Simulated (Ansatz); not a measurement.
## A computed series for As: thickness series

Start from As (space group Cmce, No. 64; layered, stacked along the Cartesian y axis).

```
CELL_PARAMETERS angstrom
      1.82790    -5.56367     0.00000
      1.82790     5.56367     0.00000
      0.00000     0.00000     4.62748
ATOMIC_POSITIONS crystal
  As 0.10728 0.89272 0.06980
  As 0.89272 0.10728 0.93020
  As 0.39272 0.60728 0.56980
  As 0.60728 0.39272 0.43020
```

Free-standing slabs (4 atom(s) a layer) normal to the stacking axis with 15 Å of vacuum; in-plane cell relaxed.

Calculations: r2SCAN+rVV10/PAW in Ansatz (a first-principles code), no SOC.

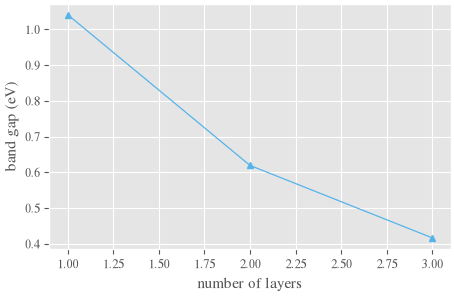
Fig. 1. Band gap against number of layers

Task: From the plot, what is the band gap for 3 layers?

Result: About 0.42 eV.

Task: Is the trend monotonic over the range shown?

Result: Yes, it falls throughout, spanning 0.42 eV to 1.04 eV.

Gaps are Kohn–Sham eigenvalue differences; semilocal functionals usually give less than the measured gap. Whether these cells are dynamically stable was not tested. This is not the structure that As has at room temperature and ambient pressure.
